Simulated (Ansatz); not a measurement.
# doublet GeSiH4O+: levels of theory compared

Wanted: a comparison of 6 runs (UHF/STO-3G, UHF/3-21G, UB3LYP/6-31G*, U-r2SCAN0/def2-SVP, UPBE-QIDH/def2-SVP, UPBE/def2-SVP) of doublet GeSiH4O+. 

Program for the calculation: Ansatz 0.2.0.

68 further runs of the same task are left out: 68 set aside as unsound or not needed.

## Step 1: The system as given

GeSiH4O+: 7 atoms, total charge +1, spin state doublet. As SMILES of the parent species, `[SiH3][O][GeH]`. The shape is that of a PBE0-D4/def2-TZVP optimisation. This is one conformer, not always the lowest. That shape belongs to the parent species and isn't relaxed for this state.

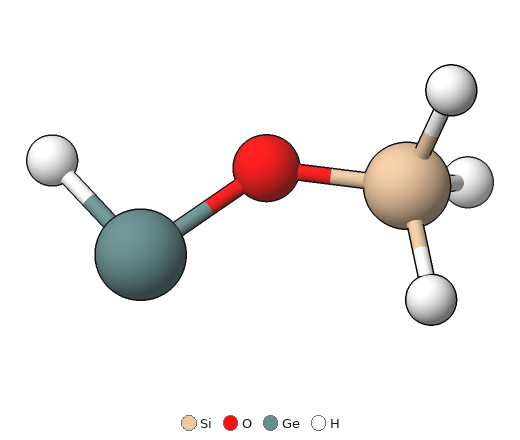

The structure, seen from a chosen angle (silicon light orange, oxygen red, germanium teal, hydrogen white).

## Step 2: The energy at UHF/STO-3G (run 1)

Input file in.yaml:

```yaml
crystal:
  periodic: [false, false, false]
  atoms:
    - symbol: Si
      position_ang: [-0.741700, 0.650900, -0.296500]
    - symbol: O
      position_ang: [0.533500, -0.139300, 0.373700]
    - symbol: Ge
      position_ang: [1.261400, -1.756200, 0.134200]
    - symbol: H
      position_ang: [-1.409200, -0.197600, -1.323800]
    - symbol: H
      position_ang: [-0.260900, 1.901300, -0.937500]
    - symbol: H
      position_ang: [-1.722500, 0.988100, 0.766400]
    - symbol: H
      position_ang: [2.400800, -1.515100, 1.238000]
basis:
  gaussian: {orbitals: STO-3G}
total_charge: 1
magnetization: {spin_polarized: true, initial_magnetization: 1}
hamiltonian: {xc: hf}
accuracy: high
output: {orbitals: {seedname: orbitals}}
```

Started as:

```sh
$ ansatz run in.yaml --threads 1 --pin off --max-ram 3480MiB --events-out events.jsonl --progress --plain --runs-dir runs
```

What it wrote:

```text
Warning: RAYON_NUM_THREADS=1 ignored (pool sized by the plan → 1); use --threads N
Functional definition: HF
  name "HF"
  exchange = exact_x
  correlation = 0
590 factors; integrals over basis functions are off by at most 5.0e-9 eV
mean field evaluation 1: about -65663.9813 eV, gradient 2.4e1 eV
mean field evaluation 2: about -65664.0381 eV, gradient 2.4e1 eV
mean field evaluation 4: about -65669.3420 eV, gradient 2.4e0 eV
mean field evaluation 8: about -65669.5788 eV, gradient 7.2e-1 eV
mean field evaluation 16: about -65669.8118 eV, gradient 6.2e-5 eV
mean field evaluation 32: about -65669.7972 eV, gradient 1.7e-1 eV
mean field evaluation 64: about -65669.6254 eV, gradient 5.4e-1 eV
mean field evaluation 96: about -65665.6689 eV, gradient 9.0e0 eV
mean field evaluation 128: about -65669.4490 eV, gradient 8.1e-1 eV
mean field -65669.81178430 eV, -2413.3210704757 hartree, gradient 2.1e-8 eV, S^2 0.791590; 2 other end points of the search recorded, 0 dependent functions left out
reference -65669.81178430 eV, -2413.3210704757 hartree; 29, 28 occupied and 7, 8 virtual orbitals, 590 factors
Total energy: -65669.81178430 eV, -2413.3210704757 hartree
```

Wall time 1.6 s (1 thread of AMD EPYC 7R43 (Zen 3), shared host); peak memory 0.11 GiB.

## Step 3: The energy at UHF/3-21G (run 2)

Input file in.yaml:

```yaml
crystal:
  periodic: [false, false, false]
  atoms:
    - {symbol: Si, position_ang: [-0.741700, 0.650900, -0.296500]}
    - {symbol: O, position_ang: [0.533500, -0.139300, 0.373700]}
    - {symbol: Ge, position_ang: [1.261400, -1.756200, 0.134200]}
    - {symbol: H, position_ang: [-1.409200, -0.197600, -1.323800]}
    - {symbol: H, position_ang: [-0.260900, 1.901300, -0.937500]}
    - {symbol: H, position_ang: [-1.722500, 0.988100, 0.766400]}
    - {symbol: H, position_ang: [2.400800, -1.515100, 1.238000]}
basis:
  gaussian: {orbitals: 3-21G-spherical.json}
output: {orbitals: {seedname: orbitals}}
magnetization: {spin_polarized: true, initial_magnetization: 1}
total_charge: 1
hamiltonian: {xc: hf}
accuracy: high
```

The basis set 3-21G is read from a file made from the Basis Set Exchange's data (not shown).

Started as:

```sh
$ ansatz run in.yaml --threads 1 --pin off --max-ram 3480MiB --events-out events.jsonl --progress --plain --runs-dir runs
```

What it wrote:

```text
Warning: RAYON_NUM_THREADS=1 ignored (pool sized by the plan → 1); use --threads N
[... 4 set-up lines as earlier in the session ...]
995 factors; integrals over basis functions are off by at most 4.5e-9 eV
mean field evaluation 1: about -66095.3183 eV, gradient 4.2e1 eV
mean field evaluation 2: about -66095.5929 eV, gradient 4.2e1 eV
mean field evaluation 4: about -66102.7089 eV, gradient 3.9e0 eV
mean field evaluation 8: about -66102.8865 eV, gradient 3.6e-1 eV
mean field evaluation 16: about -66102.8898 eV, gradient 1.7e-6 eV
mean field evaluation 32: about -66095.6637 eV, gradient 2.7e1 eV
mean field evaluation 64: about -66096.3549 eV, gradient 1.1e1 eV
mean field -66102.88979615 eV, -2429.2363938606 hartree, gradient 7.7e-8 eV, S^2 0.781903; 0 other end points of the search recorded, 0 dependent functions left out
reference -66102.88979615 eV, -2429.2363938606 hartree; 29, 28 occupied and 23, 24 virtual orbitals, 995 factors
Total energy: -66102.88979615 eV, -2429.2363938606 hartree
```

Wall time 1.9 s (1 thread of AMD EPYC 7R43 (Zen 3), shared host); peak memory 0.2 GiB.

Runs 3 to 4 aren't shown in full; the table further down has their settings and results.

## Step 4: The energy at UPBE-QIDH/def2-SVP (run 5)

Input file run.yaml:

```yaml
basis:
  gaussian:
    orbitals: def2-SVP
crystal:
  periodic: [false, false, false]
  atoms:
    - symbol: Si
      position_ang: [-0.741700, 0.650900, -0.296500]
    - symbol: O
      position_ang: [0.533500, -0.139300, 0.373700]
    - symbol: Ge
      position_ang: [1.261400, -1.756200, 0.134200]
    - symbol: H
      position_ang: [-1.409200, -0.197600, -1.323800]
    - symbol: H
      position_ang: [-0.260900, 1.901300, -0.937500]
    - symbol: H
      position_ang: [-1.722500, 0.988100, 0.766400]
    - symbol: H
      position_ang: [2.400800, -1.515100, 1.238000]
total_charge: 1
magnetization:
  spin_polarized: true
  initial_magnetization: 1
hamiltonian:
  xc: {name: PBE-QIDH}
correlation:
  frozen_orbitals: {Ge: 9, H: 0, O: 1, Si: 5}
accuracy: high
output: {orbitals: {seedname: orbitals}}
```

Started as:

```sh
$ ansatz run run.yaml --threads 1 --pin off --max-ram 3480MiB --events-out events.jsonl --progress --plain --runs-dir runs
```

What it wrote, shortened:

```text
Warning: RAYON_NUM_THREADS=1 ignored (pool sized by the plan → 1); use --threads N
Functional definition: PBE-QIDH
  name "PBE-QIDH"
[...]
1723 factors; integrals over basis functions are off by at most 5.4e-9 eV
[...]
mean field -66457.78094264 eV, -2442.2784029402 hartree, gradient 5.6e-8 eV, S^2 0.771803; 1 other end points of the search recorded, 0 dependent functions left out
15 core orbitals not correlated: weight in the atoms' cores, before any rotation towards them, 1.000 or more for the frozen orbitals, at most 0.000 for the correlated occupied ones
reference -66457.78094370 eV, -2442.2784029793 hartree; 14, 13 occupied and 55, 56 virtual orbitals, 1723 factors
second order -14.95446950 eV of doubles, -0.00000000 eV of singles
Total energy: -66462.76576687 eV, -2442.4615918518 hartree
```

It took 15 s on 1 thread of AMD EPYC 7R43 (Zen 3), shared host; peak memory 0.55 GiB.

## Step 5: The energy at UPBE/def2-SVP (run 6)

Input file molecule.yaml:

```yaml
crystal:
  periodic: [false, false, false]
  atoms:
    - symbol: Si
      position_ang: [-0.741700, 0.650900, -0.296500]
    - symbol: O
      position_ang: [0.533500, -0.139300, 0.373700]
    - symbol: Ge
      position_ang: [1.261400, -1.756200, 0.134200]
    - symbol: H
      position_ang: [-1.409200, -0.197600, -1.323800]
    - symbol: H
      position_ang: [-0.260900, 1.901300, -0.937500]
    - symbol: H
      position_ang: [-1.722500, 0.988100, 0.766400]
    - symbol: H
      position_ang: [2.400800, -1.515100, 1.238000]
basis:
  gaussian: {orbitals: def2-SVP}
total_charge: 1
magnetization: {spin_polarized: true, initial_magnetization: 1}
hamiltonian: {xc: pbe}
accuracy: high
output: {orbitals: {seedname: orbitals}}
```

Started as:

```sh
$ ansatz run molecule.yaml --threads 1 --pin off --max-ram 3480MiB --events-out events.jsonl --progress --plain --runs-dir runs
```

What it wrote:

```text
Warning: RAYON_NUM_THREADS=1 ignored (pool sized by the plan → 1); use --threads N
Functional definition: PBE
  name "PBE"
  parameter kappa = 0.804
  parameter beta = 0.06672455060314922
  exchange = pbe_x(kappa = kappa, mu = beta*pi^2/3)
  correlation = pbe_c(beta = beta)
1723 factors; integrals over basis functions are off by at most 5.4e-9 eV
mean field evaluation 1: about -66453.9762 eV, gradient 6.8e1 eV
mean field evaluation 2: about -66247.3172 eV, gradient 1.5e2 eV
mean field evaluation 4: about -66466.7171 eV, gradient 2.1e1 eV
mean field evaluation 8: about -66473.3802 eV, gradient 9.6e-1 eV
mean field evaluation 16: about -66473.3785 eV, gradient 2.1e-3 eV
mean field evaluation 32: about -66472.2591 eV, gradient 7.2e0 eV
mean field -66473.37849993 eV, -2442.8516025980 hartree, gradient 2.6e-8 eV, S^2 0.753617; 4 other end points of the search recorded, 0 dependent functions left out
reference -66473.37850342 eV, -2442.8516027265 hartree; 29, 28 occupied and 55, 56 virtual orbitals, 1723 factors
Total energy: -66473.37850342 eV, -2442.8516027265 hartree
```

Run time: 11 s. Hardware: 1 thread of AMD EPYC 7R43 (Zen 3), shared host; peak memory 0.27 GiB.

## Step 6: All runs side by side

```
run                                level  frozen core orbitals   energy (Eh)  HOMO energy (eV)  LUMO energy (eV)   ⟨S²⟩  wall time
  1                           UHF/STO-3G                     –  -2413.321070            -14.16             -3.20  0.792      1.6 s
  2                            UHF/3-21G                     –  -2429.236394            -16.57             -7.55  0.782      1.9 s
  3  UB3LYP/6-31G* (spherical functions)                     –  -2443.573473            -13.52            -11.54  0.758       13 s
  4                   U-r2SCAN0/def2-SVP                     –  -2443.285731            -13.80            -11.09  0.766       23 s
  5                   UPBE-QIDH/def2-SVP                    15  -2442.461592            -15.55             -9.41  0.772       15 s
  6                        UPBE/def2-SVP                     –  -2442.851603            -12.53            -11.93  0.754       11 s
```

## Step 7: Summary of results

```
                                 quantity           value
                      run 6: total energy  -2442.85160 Eh
run 6: HOMO energy (highest over α and β)       -12.53 eV
 run 6: LUMO energy (lowest over α and β)       -11.93 eV
                              run 6: ⟨S²⟩           0.754
```

In words: Totals of different functionals can't be ranked against each other. In run 1 the basis is minimal, so the values are rough. All runs together took 65 s, the longest 23 s.
